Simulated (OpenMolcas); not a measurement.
## Single-point calculation, with input and output: SiH (charge −1) (part 2 of 3)

SiH, charge −1; B2PLYP/def2-TZVPPD, RKS (OpenMolcas 26.06). The geometry is that of the parent species in another charge or spin state. The geometry comes from this level: PBE0-D4/def2-TZVP.

Geometry of the input (Å):
```
Si 0.0000  0.0000  -0.0076
H  -0.0000  -0.0000  1.5241
```

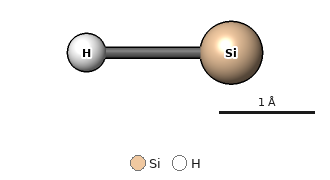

The structure (ball-and-stick view, seen on its broad side).

Output, continued
```
        1 SI1    1s         0.9972   -0.2764    0.0000   -0.0012    0.0000   -0.0584   -0.0348    0.0000    0.0000    0.0212
        2 SI1    1s        -0.0274   -0.3008   -0.0000   -0.0016   -0.0000   -0.0750   -0.0452    0.0000   -0.0000    0.0339
        3 SI1    1s        -0.0087    0.7533   -0.0000    0.0034   -0.0000    0.3280    0.2022   -0.0000   -0.0000   -0.1184
        4 SI1    1s         0.0039    0.0221    0.0000   -0.0028    0.0000   -0.5290   -0.3496    0.0000   -0.0000   -0.0176
        5 SI1    1s         0.0004   -0.0056   -0.0000    0.0189    0.0000   -0.2992   -0.1595   -0.0000    0.0000    1.4334
        6 SI1    1s         0.0004    0.0025    0.0000   -0.0023   -0.0000   -0.0371   -0.1130   -0.0000   -0.0000   -2.2853
        7 SI1    2px        0.0000    0.0000    0.4720   -0.0000   -0.5372   -0.0000   -0.0000    0.1076   -0.0851    0.0000
        8 SI1    2px        0.0000   -0.0000    0.2299   -0.0000   -0.2594   -0.0000   -0.0000    0.0585   -0.0488    0.0000
        9 SI1    2px       -0.0000    0.0000    0.0490   -0.0000   -0.0537    0.0000    0.0000   -0.1300    0.1068   -0.0000
       10 SI1    2px        0.0000   -0.0000   -0.0072   -0.0000    0.0079   -0.0000    0.0000   -0.2439    0.1556   -0.0000
       11 SI1    2px        0.0000   -0.0000    0.0023    0.0000   -0.0026    0.0000   -0.0000   -0.4785    0.4892   -0.0000
       12 SI1    2py       -0.0000    0.0000    0.5352   -0.0000    0.4738   -0.0000   -0.0000   -0.0949   -0.0965   -0.0000
       13 SI1    2py       -0.0000   -0.0000    0.2606   -0.0000    0.2288    0.0000   -0.0000   -0.0516   -0.0554    0.0000
       14 SI1    2py        0.0000    0.0000    0.0555   -0.0000    0.0473   -0.0000    0.0000    0.1147    0.1211   -0.0000
       15 SI1    2py       -0.0000   -0.0000   -0.0082    0.0000   -0.0069    0.0000    0.0000    0.2151    0.1764   -0.0000
       16 SI1    2py       -0.0000    0.0000    0.0026   -0.0000    0.0023   -0.0000    0.0000    0.4221    0.5546    0.0000
       17 SI1    2pz        0.0001    0.0025   -0.0000   -0.7156    0.0000    0.0430   -0.1133   -0.0000   -0.0000   -0.0085
       18 SI1    2pz       -0.0001    0.0019   -0.0000   -0.3454    0.0000    0.0228   -0.0578    0.0000   -0.0000   -0.0024
       19 SI1    2pz       -0.0002   -0.0006   -0.0000   -0.0752   -0.0000   -0.0404    0.1103    0.0000    0.0000   -0.0125
       20 SI1    2pz        0.0029    0.0061    0.0000    0.0164    0.0000   -0.0878    0.3009   -0.0000    0.0000    0.1185
       21 SI1    2pz        0.0003   -0.0002    0.0000    0.0021   -0.0000   -0.0160    0.3014   -0.0000   -0.0000   -0.4405
       22 SI1    3d2-       0.0000    0.0013   -0.0000   -0.0000    0.0000   -0.0003   -0.0005    0.0000   -0.0000    0.0004
       23 SI1    3d2-       0.0000    0.0004   -0.0000    0.0000   -0.0000   -0.0036   -0.0039   -0.0000   -0.0000    0.0016
       24 SI1    3d2-      -0.0000   -0.0003    0.0000    0.0000    0.0000   -0.0024   -0.0051   -0.0000    0.0000    0.0186
       25 SI1    3d2-       0.0000    0.0001   -0.0000    0.0000   -0.0000    0.0052    0.0031   -0.0000    0.0000   -0.0643
       26 SI1    3d1-      -0.0000    0.0000    0.0007    0.0000    0.0006    0.0000    0.0000    0.0005    0.0004    0.0000
       27 SI1    3d1-      -0.0000   -0.0000    0.0001   -0.0000    0.0001   -0.0000    0.0000    0.0028    0.0012    0.0000
       28 SI1    3d1-      -0.0000   -0.0000   -0.0003    0.0000   -0.0002    0.0000   -0.0000    0.0028    0.0032   -0.0000
       29 SI1    3d1-       0.0000    0.0000    0.0001    0.0000    0.0001   -0.0000    0.0000   -0.0017    0.0018    0.0000
       30 SI1    3d0       -0.0001   -0.0005   -0.0000   -0.0006   -0.0000   -0.0048    0.0079    0.0000   -0.0000   -0.0011
       31 SI1    3d0        0.0008    0.0014   -0.0000   -0.0013   -0.0000   -0.0269    0.0403    0.0000   -0.0000    0.0203
       32 SI1    3d0        0.0013    0.0029   -0.0000    0.0037    0.0000   -0.0184    0.0594   -0.0000    0.0000    0.0368
       33 SI1    3d0       -0.0002   -0.0008    0.0000   -0.0003    0.0000    0.0021    0.0286   -0.0000   -0.0000   -0.2404
       34 SI1    3d1+       0.0000    0.0000    0.0006   -0.0000   -0.0006    0.0000   -0.0000   -0.0006    0.0003   -0.0000
       35 SI1    3d1+       0.0000    0.0000    0.0001   -0.0000   -0.0002    0.0000    0.0000   -0.0032    0.0011   -0.0000
       36 SI1    3d1+       0.0000    0.0000   -0.0002   -0.0000    0.0002   -0.0000    0.0000   -0.0032    0.0028   -0.0000
       37 SI1    3d1+       0.0000   -0.0000    0.0001   -0.0000   -0.0001    0.0000   -0.0000    0.0019    0.0016    0.0000
       38 SI1    3d2+      -0.0000   -0.0002    0.0000    0.0000   -0.0000    0.0000    0.0001   -0.0000    0.0000   -0.0001
       39 SI1    3d2+      -0.0000   -0.0001    0.0000   -0.0000   -0.0000    0.0005    0.0005   -0.0000   -0.0000   -0.0002
       40 SI1    3d2+       0.0000    0.0000    0.0000   -0.0000   -0.0000    0.0003    0.0006   -0.0000    0.0000   -0.0023
       41 SI1    3d2+      -0.0000   -0.0000    0.0000   -0.0000    0.0000   -0.0007   -0.0004   -0.0000    0.0000    0.0081
       42 SI1    4f3-      -0.0000    0.0000    0.0002   -0.0000   -0.0003   -0.0000    0.0000   -0.0109    0.0056    0.0000
       43 SI1    4f2-       0.0000   -0.0000    0.0000   -0.0002   -0.0000   -0.0012    0.0069    0.0000   -0.0000    0.0003
       44 SI1    4f1-      -0.0000   -0.0000   -0.0002    0.0000   -0.0000    0.0000    0.0000    0.0020   -0.0016   -0.0000
       45 SI1    4f0        0.0008    0.0018   -0.0000    0.0003    0.0000   -0.0105    0.0115    0.0000    0.0000    0.0315
       46 SI1    4f1+       0.0000    0.0000   -0.0002   -0.0000    0.0000   -0.0000    0.0000   -0.0022   -0.0014    0.0000
       47 SI1    4f2+      -0.0000    0.0000   -0.0000    0.0000   -0.0000    0.0002   -0.0009    0.0000    0.0000   -0.0000
       48 SI1    4f3+      -0.0000    0.0000   -0.0002   -0.0000   -0.0002   -0.0000   -0.0000   -0.0074   -0.0083   -0.0000
       49 H2     1s         0.0004    0.0008    0.0000   -0.0008    0.0000   -0.1299    0.1318    0.0000    0.0000    0.0219
       50 H2     1s        -0.0032   -0.0064    0.0000   -0.0017   -0.0000   -0.1968    0.2257   -0.0000   -0.0000   -0.2036
       51 H2     1s        -0.0014   -0.0013   -0.0000   -0.0154   -0.0000   -0.1079    0.0542    0.0000   -0.0000    0.7730
       52 H2     2px       -0.0000   -0.0000   -0.0000    0.0000    0.0000    0.0000   -0.0000   -0.0039    0.0033   -0.0000
       53 H2     2px       -0.0000    0.0000    0.0004    0.0000   -0.0003    0.0000   -0.0000   -0.0105    0.0080    0.0000
       54 H2     2px       -0.0000    0.0000   -0.0002    0.0000    0.0003   -0.0000    0.0000   -0.0154    0.0039   -0.0000
       55 H2     2py        0.0000   -0.0000   -0.0000    0.0000   -0.0000    0.0000   -0.0000    0.0034    0.0038    0.0000
       56 H2     2py        0.0000    0.0000    0.0004   -0.0000    0.0003   -0.0000    0.0000    0.0093    0.0091    0.0000
       57 H2     2py        0.0000   -0.0000   -0.0002   -0.0000   -0.0002    0.0000   -0.0000    0.0136    0.0044   -0.0000
       58 H2     2pz       -0.0001   -0.0002   -0.0000   -0.0002   -0.0000    0.0078   -0.0040   -0.0000    0.0000   -0.0050
       59 H2     2pz        0.0020    0.0038    0.0000    0.0005   -0.0000    0.0114    0.0004    0.0000    0.0000    0.0389
       60 H2     2pz        0.0004    0.0007   -0.0000    0.0071    0.0000   -0.0092    0.0854   -0.0000    0.0000   -0.1031
       61 H2     3d2-      -0.0000   -0.0000   -0.0000    0.0000    0.0000   -0.0007    0.0008    0.0000   -0.0000   -0.0000
       62 H2     3d1-      -0.0000    0.0000    0.0001   -0.0000    0.0001   -0.0000   -0.0000   -0.0015   -0.0019   -0.0000
       63 H2     3d0       -0.0004   -0.0003   -0.0000    0.0005    0.0000   -0.0028    0.0015    0.0000   -0.0000   -0.0021
       64 H2     3d1+       0.0000   -0.0000    0.0001    0.0000   -0.0001    0.0000   -0.0000    0.0017   -0.0017   -0.0000
       65 H2     3d2+       0.0000    0.0000   -0.0000   -0.0000    0.0000    0.0001   -0.0001    0.0000    0.0000    0.0000

          Orbital           11        12        13        14        15        16        17        18        19        20
          Energy            0.2627    0.2782    0.2847    0.2851    0.2886    0.2942    0.3930    0.4492    0.4553    0.4579
          Occ. No.          0.0000    0.0000    0.0000    0.0000    0.0000    0.0000    0.0000    0.0000    0.0000    0.0000

        1 SI1    1s        -0.0039    0.0000   -0.0000    0.0000   -0.0012   -0.0088   -0.0177   -0.0000   -0.0000    0.0000
        2 SI1    1s        -0.0022    0.0000    0.0000    0.0000   -0.0007   -0.0133   -0.0237   -0.0000   -0.0000   -0.0000
        3 SI1    1s         0.0267   -0.0000    0.0000    0.0000    0.0082    0.0508    0.1071    0.0000    0.0000   -0.0000
        4 SI1    1s        -0.1055   -0.0000   -0.0000   -0.0000    0.0120    0.2625   -0.1865   -0.0000   -0.0000    0.0000
        5 SI1    1s         0.6646    0.0000    0.0000    0.0000   -0.6421   -5.6372   -0.0118    0.0000    0.0000    0.0000
        6 SI1    1s        -0.0723   -0.0000   -0.0000   -0.0001   -0.0944    0.5023   -1.4816   -0.0000    0.0000    0.0000
        7 SI1    2px       -0.0000   -0.0013    0.0017    0.0000   -0.0000    0.0000   -0.0000    0.1040   -0.0497   -0.1231
        8 SI1    2px       -0.0000   -0.0002    0.0004    0.0000    0.0000   -0.0000   -0.0000    0.0194   -0.0126   -0.0207
        9 SI1    2px        0.0000   -0.0015    0.0015   -0.0000   -0.0000    0.0000    0.0000    0.0417   -0.0024   -0.0478
       10 SI1    2px        0.0000    0.0136   -0.0161    0.0000    0.0000   -0.0000    0.0000   -0.8709    0.3577    1.0402
       11 SI1    2px       -0.0000   -0.1328    0.1455   -0.0000   -0.0000   -0.0000   -0.0000    1.2138    0.6717   -1.1047
       12 SI1    2py        0.0000   -0.0014   -0.0015    0.0000   -0.0000   -0.0000   -0.0000    0.1179   -0.0564    0.1086
       13 SI1    2py       -0.0000   -0.0003   -0.0003    0.0000   -0.0000    0.0000   -0.0000    0.0220   -0.0142    0.0182
       14 SI1    2py        0.0000   -0.0017   -0.0013    0.0000    0.0000   -0.0000   -0.0000    0.0473   -0.0027    0.0421
       15 SI1    2py        0.0000    0.0155    0.0142   -0.0000    0.0000    0.0000    0.0000   -0.9874    0.4057   -0.9174
       16 SI1    2py        0.0000   -0.1505   -0.1283    0.0000    0.0000   -0.0000   -0.0000    1.3762    0.7615    0.9745
       17 SI1    2pz        0.0449   -0.0000    0.0000    0.0000   -0.0008   -0.0536    0.0765    0.0000   -0.0000    0.0000
       18 SI1    2pz        0.0257    0.0000    0.0000    0.0000   -0.0021   -0.0445    0.0509    0.0000   -0.0000    0.0000
       19 SI1    2pz       -0.0579   -0.0000   -0.0000   -0.0000    0.0142    0.1789   -0.1496   -0.0000   -0.0000   -0.0000
       20 SI1    2pz       -0.0833    0.0000    0.0000   -0.0000   -0.0728   -0.4825   -0.0179    0.0000    0.0000    0.0000
       21 SI1    2pz        0.1550    0.0000    0.0000   -0.0000   -0.4960   -3.0612   -2.0727   -0.0000    0.0000    0.0000
       22 SI1    3d2-      -0.0007    0.0000    0.0000    0.0006    0.0049   -0.0012   -0.0010   -0.0000    0.0000    0.0000
       23 SI1    3d2-      -0.0105    0.0000    0.0000    0.0108    0.0838   -0.0148   -0.0073    0.0000   -0.0000   -0.0000
       24 SI1    3d2-       0.0217   -0.0000   -0.0000   -0.0193   -0.1510    0.0144   -0.0085    0.0000    0.0000    0.0000
       25 SI1    3d2-      -0.1514    0.0000    0.0000    0.1347    1.0441   -0.1522   -0.0139    0.0000   -0.0000   -0.0000
       26 SI1    3d1-      -0.0000   -0.0042   -0.0037    0.0000    0.0000   -0.0000   -0.0000   -0.0040   -0.0077   -0.0016
       27 SI1    3d1-      -0.0000   -0.0581   -0.0535    0.0000    0.0000   -0.0000    0.0000   -0.0267   -0.0468   -0.0105
       28 SI1    3d1-       0.0000    0.0943    0.0857   -0.0000   -0.0000    0.0000   -0.0000    0.0003   -0.0104   -0.0054
       29 SI1    3d1-      -0.0000   -0.9133   -0.8047    0.0000    0.0000   -0.0000   -0.0000    0.3962    0.8765    0.0964
       30 SI1    3d0        0.0077   -0.0000    0.0000    0.0000    0.0024    0.0076    0.0122    0.0000    0.0000    0.0000
       31 SI1    3d0        0.0719   -0.0000    0.0000    0.0000    0.0224    0.0540    0.0306    0.0000    0.0000    0.0000
       32 SI1    3d0       -0.0784    0.0000    0.0000   -0.0000   -0.0877   -0.5521    0.2171    0.0000    0.0000    0.0000
       33 SI1    3d0        1.0668   -0.0000    0.0000    0.0000    0.0541   -0.3905   -1.5184   -0.0000    0.0000   -0.0000
       34 SI1    3d1+      -0.0000   -0.0037    0.0042   -0.0000   -0.0000   -0.0000    0.0000   -0.0035   -0.0068    0.0018
       35 SI1    3d1+      -0.0000   -0.0513    0.0606   -0.0000   -0.0000   -0.0000    0.0000   -0.0236   -0.0413    0.0119
       36 SI1    3d1+       0.0000    0.0832   -0.0972    0.0000    0.0000    0.0000   -0.0000    0.0002   -0.0091    0.0062
       37 SI1    3d1+      -0.0000   -0.8056    0.9123   -0.0000   -0.0000   -0.0000    0.0000    0.3495    0.7731   -0.1092
       38 SI1    3d2+       0.0001   -0.0000    0.0000    0.0050   -0.0006    0.0002    0.0001   -0.0000   -0.0000   -0.0000
       39 SI1    3d2+       0.0013   -0.0000    0.0000    0.0857   -0.0106    0.0019    0.0009    0.0000    0.0000   -0.0000
       40 SI1    3d2+      -0.0027    0.0000   -0.0000   -0.1527    0.0191   -0.0018    0.0011   -0.0000   -0.0000   -0.0000
       41 SI1    3d2+       0.0190   -0.0000    0.0000    1.0674   -0.1317    0.0192    0.0017    0.0000    0.0000    0.0000
       42 SI1    4f3-       0.0000    0.0002   -0.0002    0.0000    0.0000   -0.0000    0.0000   -0.0049    0.0034    0.0090
       43 SI1    4f2-      -0.0036    0.0000   -0.0000    0.0001    0.0004    0.0020   -0.0079   -0.0000   -0.0000   -0.0000
       44 SI1    4f1-       0.0000   -0.0001    0.0008   -0.0000    0.0000   -0.0000   -0.0000    0.0013   -0.0097   -0.0001
       45 SI1    4f0       -0.0069    0.0000    0.0000   -0.0000   -0.0097   -0.0753    0.0260    0.0000    0.0000    0.0000
       46 SI1    4f1+      -0.0000   -0.0001   -0.0009   -0.0000   -0.0000    0.0000   -0.0000    0.0012   -0.0085    0.0001
       47 SI1    4f2+       0.0005   -0.0000    0.0000    0.0008   -0.0000   -0.0003    0.0010    0.0000    0.0000   -0.0000
       48 SI1    4f3+       0.0000   -0.0002   -0.0002    0.0000   -0.0000   -0.0000   -0.0000    0.0072   -0.0049    0.0062
       49 H2     1s         0.0316   -0.0000   -0.0000    0.0000    0.0195    0.0716    0.1016    0.0000    0.0000    0.0000
       50 H2     1s         0.2358   -0.0000    0.0000    0.0000    0.0541    0.2064   -0.1272   -0.0000   -0.0000   -0.0000
       51 H2     1s        -0.8518   -0.0000   -0.0000    0.0000    0.7474    5.2661    2.9391   -0.0000   -0.0000   -0.0000
       52 H2     2px        0.0000    0.0016   -0.0020    0.0000    0.0000    0.0000    0.0000   -0.0072   -0.0210    0.0002
       53 H2     2px        0.0000   -0.0391    0.0477   -0.0000   -0.0000   -0.0000    0.0000    0.0113    0.0816    0.0163
       54 H2     2px        0.0000    0.2045   -0.2295    0.0000    0.0000    0.0000   -0.0000   -0.6522   -1.4635    0.1827
       55 H2     2py        0.0000    0.0018    0.0018   -0.0000    0.0000    0.0000   -0.0000   -0.0081   -0.0238   -0.0002
       56 H2     2py       -0.0000   -0.0443   -0.0420    0.0000    0.0000   -0.0000   -0.0000    0.0128    0.0926   -0.0143
       57 H2     2py        0.0000    0.2318    0.2024   -0.0000   -0.0000    0.0000    0.0000   -0.7394   -1.6592   -0.1613
       58 H2     2pz        0.0031   -0.0000   -0.0000    0.0000    0.0004    0.0002    0.0191   -0.0000   -0.0000   -0.0000
       59 H2     2pz       -0.0000    0.0000    0.0000   -0.0000   -0.0254   -0.1893   -0.0186    0.0000    0.0000    0.0000
       60 H2     2pz        0.1809    0.0000    0.0000   -0.0000   -0.2797   -2.1575    0.8590    0.0000   -0.0000    0.0000
       61 H2     3d2-       0.0003    0.0000    0.0000    0.0002    0.0019    0.0002    0.0008    0.0000    0.0000   -0.0000
       62 H2     3d1-      -0.0000    0.0014    0.0015   -0.0000   -0.0000   -0.0000    0.0000   -0.0005    0.0023   -0.0013
       63 H2     3d0       -0.0018   -0.0000    0.0000   -0.0000    0.0016    0.0137    0.0013   -0.0000   -0.0000   -0.0000
       64 H2     3d1+      -0.0000    0.0013   -0.0017   -0.0000   -0.0000   -0.0000   -0.0000   -0.0005    0.0020    0.0014
       65 H2     3d2+      -0.0000   -0.0000    0.0000    0.0017   -0.0002   -0.0000   -0.0001    0.0000    0.0000    0.0000

          Orbital           21        22        23        24        25        26        27
          Energy            0.4647    0.5651    0.6028    0.6062    0.6093    0.6243    0.6310
          Occ. No.          0.0000    0.0000    0.0000    0.0000    0.0000    0.0000    0.0000
```
